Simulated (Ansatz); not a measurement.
**A workflow on CH7AlSi (SMILES [CH3][AlH][SiH3])**

Wanted: a series of 18 runs (HF/STO-3G, UHF/STO-3G, HF/3-21G, UHF/3-21G, HF/6-31G*, UHF/6-31G*, B3LYP/6-31G*, PBE/def2-SVP, and more) of CH7AlSi. 

The results are computed with Ansatz 0.2.0.

## 1. Starting point

CH7AlSi has 10 atoms, charge 0, and is taken as a singlet. SMILES: `[CH3][AlH][SiH3]`. Geometry: relaxed at PBE0-D4/def2-TZVP. The run starts from this shape.

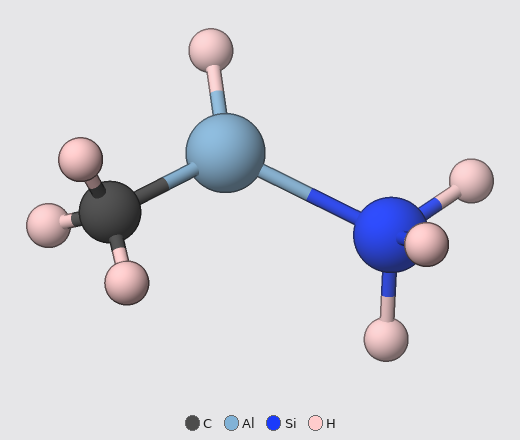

The structure, seen from a chosen angle (carbon dark grey, aluminium light blue, silicon blue, hydrogen pink).

## 2. A geometry optimisation at HF/STO-3G (start density atoms) (run 1)

molecule.yaml

```yaml
crystal:
  periodic: [false, false, false]
  atoms:
    - {symbol: C, position_ang: [-1.428400, 0.967200, -0.792400]}
    - {symbol: Al, position_ang: [0.409100, 0.309500, -0.720900]}
    - {symbol: Si, position_ang: [1.161700, -1.107300, 1.145400]}
    - {symbol: H, position_ang: [-1.909200, 0.659300, -1.727500]}
    - {symbol: H, position_ang: [-2.050600, 0.624100, 0.036600]}
    - {symbol: H, position_ang: [-1.438000, 2.063000, -0.790400]}
    - {symbol: H, position_ang: [1.416900, 0.709200, -1.887700]}
    - {symbol: H, position_ang: [0.334900, -2.347600, 1.241000]}
    - {symbol: H, position_ang: [1.000200, -0.395000, 2.448500]}
    - {symbol: H, position_ang: [2.586600, -1.533600, 1.050400]}
basis:
  gaussian:
    orbitals: STO-3G
hamiltonian:
  xc: hf
relax:
  f_tol: 0.002
output:
  orbitals: {seedname: orbitals}
```

Run with:

```bash
$ ansatz run molecule.yaml --threads 1 --pin off --max-ram 3480MiB --events-out events.jsonl --progress --plain --runs-dir runs
```

Log:

```text
Warning: RAYON_NUM_THREADS=1 ignored (pool sized by the plan → 1); use --threads N
The last accepted step is kept in runs//last_step.txt (removed where the run ends without a failure and the disk answers)
[... 49 lines left out ...]
Total energy: -15405.01043187 eV, -566.1236914800 hartree
[... 10 lines left out ...]
Dipole moment:    -0.008841     0.091482    -0.142049 e Å
```

It took 3.3 s on 1 thread of Arm Neoverse V2, shared host; peak memory 0.1 GiB.

Steps, from the record of the run:

| step | energy from the first frame kept (eV) | largest force (eV/Å) |
| --- | --- | --- |
| 1 | 0.0000 | 2.4575 |
| 2 | -0.4770 | 2.9130 |
| 3 | -0.6060 | 0.3748 |
| 4 | -0.6127 | 0.0364 |
| 5 | -0.6129 | 0.0099 |
| 6 | -0.6129 | 0.0014 |

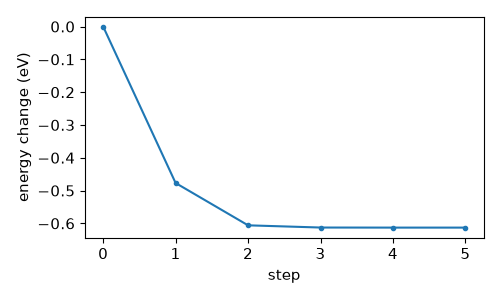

Energy along the run.

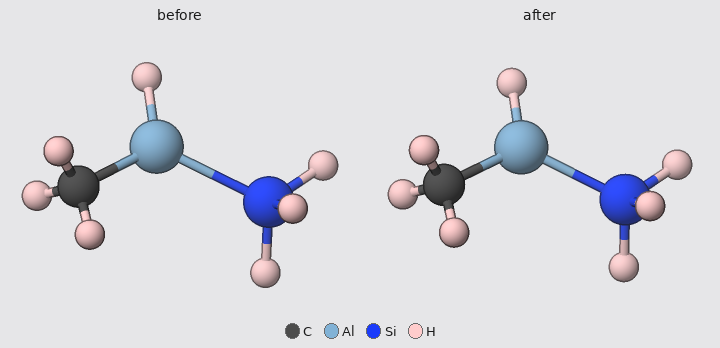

Before and after, at one scale.

After the run. Bond lengths: C1–Al2 1.903 Å, Al2–Si3 2.291 Å, C1–H4 1.084 Å, C1–H5 1.082 Å, C1–H6 1.084 Å, Al2–H7 1.479 Å, Si3–H8 1.426 Å, Si3–H9 1.426 Å, Si3–H10 1.425 Å. Some angles: C1–Al2–Si3 121.2°, C1–Al2–H7 117.6°, Si3–Al2–H7 121.1°, Al2–C1–H4 111.3°, Al2–C1–H5 113.9°, Al2–C1–H6 111.2°, Al2–Si3–H8 112.6°, Al2–Si3–H9 112.5°, Al2–Si3–H10 113.6°, H4–C1–H5 106.9°.

## 3. Vibrational wavenumbers at HF/STO-3G (start density atoms) (run 2)

run.yaml

```yaml
crystal:
  periodic: [false, false, false]
  atoms:
    - symbol: C
      position_ang: [-1.361856, 0.930263, -0.766856]
    - symbol: Al
      position_ang: [0.421381, 0.273106, -0.665674]
    - symbol: Si
      position_ang: [1.104233, -1.045401, 1.078976]
    - symbol: H
      position_ang: [-1.843688, 0.622117, -1.687216]
    - symbol: H
      position_ang: [-1.996444, 0.602090, 0.045995]
    - symbol: H
      position_ang: [-1.381254, 2.013779, -0.763437]
    - symbol: H
      position_ang: [1.352033, 0.645235, -1.752829]
    - symbol: H
      position_ang: [0.343762, -2.247012, 1.187211]
    - symbol: H
      position_ang: [0.978308, -0.391374, 2.340047]
    - symbol: H
      position_ang: [2.466725, -1.454002, 0.986784]
basis:
  gaussian: {orbitals: STO-3G}
hamiltonian: {xc: hf}
phonons: {temperatures: {t_min: 298.15, t_max: 298.15, t_step: 1}}
```

Run with:

```bash
$ ansatz run run.yaml --threads 1 --pin off --max-ram 3480MiB --events-out events.jsonl --progress --plain --runs-dir runs
```

Log:

```text
Warning: RAYON_NUM_THREADS=1 ignored (pool sized by the plan → 1); use --threads N
[... 326 lines left out ...]
WARN: phonons: modes at or below zero, which the zero-point energy, F, S and C_V leave out: 1, the lowest at -16.40 cm⁻¹. A minimum has none, and a first-order saddle one
Total energy: -15405.01044813 eV, -566.1236920778 hartree
[... 10 lines left out ...]
Dipole moment:    -0.008842     0.091482    -0.142050 e Å
Vibrations: -16.40 33.52 190.44 471.36 556.45 619.92 633.00 787.63 878.53 881.11 1006.17 1198.26 1271.26 1275.16 1664.07 1874.22 1877.75 2698.30 2841.61 2883.52 2886.90 3537.18 3710.55 3726.11 cm⁻¹, zero-point energy 2.324891 eV
```

Wall time 17 s (1 thread of Arm Neoverse V2, shared host).

Runs 3 to 8 aren't shown in full; the table further down has their settings and results.

## 4. A geometry optimisation at HF/6-31G(d) (Cartesian functions, start density atoms) (run 9)

input.yaml

```yaml
crystal:
  periodic: [false, false, false]
  atoms:
    - {symbol: C, position_ang: [-1.428400, 0.967200, -0.792400]}
    - {symbol: Al, position_ang: [0.409100, 0.309500, -0.720900]}
    - {symbol: Si, position_ang: [1.161700, -1.107300, 1.145400]}
    - {symbol: H, position_ang: [-1.909200, 0.659300, -1.727500]}
    - {symbol: H, position_ang: [-2.050600, 0.624100, 0.036600]}
    - {symbol: H, position_ang: [-1.438000, 2.063000, -0.790400]}
    - {symbol: H, position_ang: [1.416900, 0.709200, -1.887700]}
    - {symbol: H, position_ang: [0.334900, -2.347600, 1.241000]}
    - {symbol: H, position_ang: [1.000200, -0.395000, 2.448500]}
    - {symbol: H, position_ang: [2.586600, -1.533600, 1.050400]}
basis:
  gaussian:
    orbitals: "6-31G*"
magnetization:
  spin_polarized: false
hamiltonian:
  xc: hf
relax:
  f_tol: 0.002
output: {orbitals: {seedname: orbitals}}
```

Run with:

```bash
$ ansatz run input.yaml --threads 1 --pin off --max-ram 3480MiB --events-out events.jsonl --progress --plain --runs-dir runs
```

Log, shortened:

```text
Warning: RAYON_NUM_THREADS=1 ignored (pool sized by the plan → 1); use --threads N
[... 1 set-up line as earlier in the session ...]
[... 55 lines left out ...]
Total energy: -15585.19120246 eV, -572.7452126682 hartree
[... 10 lines left out ...]
Dipole moment:    -0.151204     0.113342    -0.101592 e Å
```

Run time: 8.4 s. Hardware: 1 thread of Arm Neoverse V2, shared host; peak memory 0.12 GiB.

Step by step:

| step | energy from the first frame kept (eV) | largest force (eV/Å) |
| --- | --- | --- |
| 1 | 0.0000 | 0.4412 |
| 2 | -0.0111 | 0.1980 |
| 3 | -0.0122 | 0.0453 |
| 4 | -0.0125 | 0.0152 |
| 5 | -0.0125 | 0.0156 |
| 6 | -0.0126 | 0.0122 |
| 7 | -0.0126 | 0.0017 |

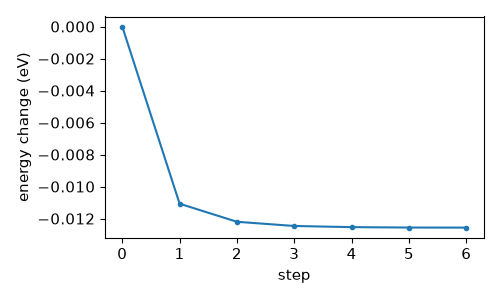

Energy along the run.

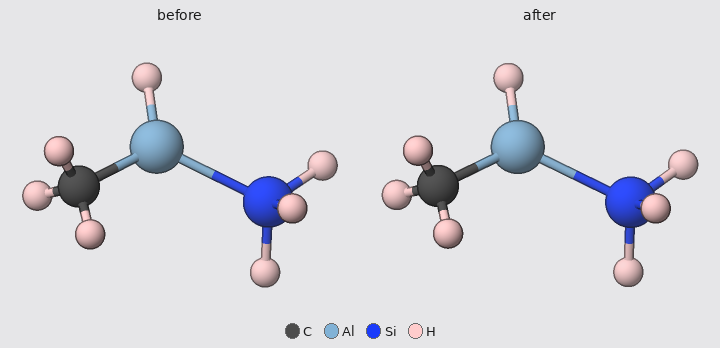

Before and after, at one scale.

After the run. Bond lengths: C1–Al2 1.976 Å, Al2–Si3 2.483 Å, C1–H4 1.090 Å, C1–H5 1.086 Å, C1–H6 1.090 Å, Al2–H7 1.592 Å, Si3–H8 1.484 Å, Si3–H9 1.484 Å, Si3–H10 1.482 Å. Some angles: C1–Al2–Si3 122.0°, C1–Al2–H7 118.3°, Si3–Al2–H7 119.7°, Al2–C1–H4 110.8°, Al2–C1–H5 113.9°, Al2–C1–H6 110.7°, Al2–Si3–H8 111.4°, Al2–Si3–H9 111.3°, Al2–Si3–H10 112.8°, H4–C1–H5 107.5°.

Runs 10 to 17 aren't shown in full; the table further down has their settings and results.

## 5. The harmonic vibrations at MP2/6-31G(d) (Cartesian functions, start density atoms) (run 18)

molecule.yaml

```yaml
crystal:
  periodic: [false, false, false]
  atoms:
    - {symbol: C, position_ang: [-1.440261, 0.977377, -0.801695]}
    - {symbol: Al, position_ang: [0.406232, 0.304447, -0.708783]}
    - {symbol: Si, position_ang: [1.167622, -1.115120, 1.156493]}
    - {symbol: H, position_ang: [-1.916638, 0.667663, -1.739440]}
    - {symbol: H, position_ang: [-2.076383, 0.643043, 0.021666]}
    - {symbol: H, position_ang: [-1.447993, 2.074035, -0.804130]}
    - {symbol: H, position_ang: [1.422328, 0.700410, -1.877415]}
    - {symbol: H, position_ang: [0.353475, -2.362445, 1.252968]}
    - {symbol: H, position_ang: [1.020853, -0.410902, 2.464404]}
    - {symbol: H, position_ang: [2.593965, -1.529708, 1.038931]}
basis:
  gaussian:
    orbitals: "6-31G*"
correlation:
  method: mp2
phonons:
  temperatures:
    t_min: 298.15
    t_max: 298.15
    t_step: 1
```

Run with:

```bash
$ ansatz run molecule.yaml --threads 1 --pin off --max-ram 3480MiB --events-out events.jsonl --progress --plain --runs-dir runs
```

Log:

```text
Warning: RAYON_NUM_THREADS=1 ignored (pool sized by the plan → 1); use --threads N
[... 26 lines left out ...]
11 core orbitals not correlated: weight in the atoms' cores, before any rotation towards them, 1.000 or more for the frozen orbitals, at most 0.000 for the correlated occupied ones
[... 144 lines left out ...]
11 core orbitals not correlated: weight in the atoms' cores, before any rotation towards them, 1.000 or more for the frozen orbitals, at most 0.000 for the correlated occupied ones
[... 144 lines left out ...]
11 core orbitals not correlated: weight in the atoms' cores, before any rotation towards them, 1.000 or more for the frozen orbitals, at most 0.000 for the correlated occupied ones
[... 145 lines left out ...]
Dipole moment:    -0.172864     0.118982    -0.098578 e Å
[... 1 line left out ...]
Checks for a lower state left out: cluster_reference
```

Wall time 75 s (1 thread of Arm Neoverse V2, shared host); peak memory 0.13 GiB.

## 6. The series

| run | level | task | walk f tol | partner | energy (Eh) | dipole moment (D) | wall time |
| --- | --- | --- | --- | --- | --- | --- | --- |
| 1 | HF/STO-3G (start density atoms) | optimise | 0.002 | base | -566.123691 | 0.81 | 3.3 s |
| 2 | HF/STO-3G (start density atoms) | frequencies | – | base | -566.123692 | 0.81 | 17 s |
| 3 | UHF/STO-3G (start density atoms) | energy | – | cation | -565.860173 | – | 0.28 s |
| 4 | UHF/STO-3G (start density atoms) | optimise | – | cation | -565.899595 | – | 5.7 s |
| 5 | HF/3-21G (start density atoms) | optimise | 0.002 | base | -569.687519 | 1.28 | 3.9 s |
| 6 | HF/3-21G (start density atoms) | frequencies | – | base | -569.687519 | 1.28 | 18 s |
| 7 | UHF/3-21G (start density atoms) | energy | – | cation | -569.357033 | – | 0.76 s |
| 8 | UHF/3-21G (start density atoms) | optimise | – | cation | -569.399077 | – | 6.9 s |
| 9 | HF/6-31G* (Cartesian functions, start density atoms) | optimise | 0.002 | base | -572.745213 | 1.03 | 8.4 s |
| 10 | HF/6-31G* (Cartesian functions, start density atoms) | frequencies | – | base | -572.745213 | 1.03 | 46 s |
| 11 | UHF/6-31G* (Cartesian functions, start density atoms) | energy | – | cation | -572.423456 | – | 1.5 s |
| 12 | UHF/6-31G* (Cartesian functions, start density atoms) | optimise | – | cation | -572.459505 | – | 14 s |
| 13 | B3LYP/6-31G* (Cartesian functions, start density atoms) | optimise | 0.002 | base | -574.234949 | 1.19 | 19 s |
| 14 | B3LYP/6-31G* (Cartesian functions, start density atoms) | frequencies | – | base | -574.234949 | 1.19 | 96 s |
| 15 | PBE/def2-SVP (start density atoms) | optimise | 0.002 | base | -573.659048 | 1.17 | 14 s |
| 16 | PBE/def2-SVP (start density atoms) | frequencies | – | base | -573.659048 | 1.17 | 71 s |
| 17 | MP2/6-31G* (Cartesian functions, start density atoms) | optimise | 0.002 | base | -573.007315 | 1.11 | 11 s |
| 18 | MP2/6-31G* (Cartesian functions, start density atoms) | frequencies | – | base | -573.007315 | 1.11 | 75 s |

## 7. Results

| quantity | value |
| --- | --- |
| run 18, MP2/6-31G*: total energy | -573.00732 Eh |
| run 18, MP2/6-31G*: dipole moment (correlated density) | 1.11 D |
| run 18, MP2/6-31G*: correlation energy (11 core orbitals frozen) | -262.4 mEh |
| run 18, MP2/6-31G*: largest force on an atom | 0.002 eV/Å |
| run 18, MP2/6-31G*: lowest harmonic wavenumber | 13 cm⁻¹ |
| run 18, MP2/6-31G*: highest harmonic wavenumber | 3200 cm⁻¹ |
| run 18, MP2/6-31G*: zero-point energy | 179.5 kJ/mol |
| vertical ionisation energy (to the doublet cation), HF/STO-3G | 7.171 eV |
| vertical ionisation energy (to the doublet cation), HF/3-21G | 8.993 eV |
| vertical ionisation energy (to the doublet cation), HF/6-31G* | 8.755 eV |
| adiabatic ionisation energy (to the doublet cation, no zero-point term), HF/STO-3G | 6.098 eV |
| adiabatic ionisation energy (to the doublet cation, no zero-point term), HF/3-21G | 7.849 eV |
| adiabatic ionisation energy (to the doublet cation, no zero-point term), HF/6-31G* | 7.775 eV |

At HF/STO-3G: removing an electron at fixed nuclei costs 7.17 eV (165 kcal/mol). In a minimal basis such a difference can be off by several eV, whatever the method. At HF/3-21G: removing an electron at fixed nuclei costs 8.99 eV (868 kJ/mol). At HF/6-31G*: removing an electron at fixed nuclei costs 8.76 eV (845 kJ/mol). At HF/STO-3G: the adiabatic ionisation energy (to the doublet cation, no zero-point term) is 6.10 eV (141 kcal/mol). At HF/3-21G: the adiabatic ionisation energy (to the doublet cation, no zero-point term) is 7.85 eV (181 kcal/mol). Totals of different functionals can't be ranked against each other. In runs 1, 2, 3, 4 the basis is minimal, so the values are rough. All runs together took 6.8 min, the longest 96 s.
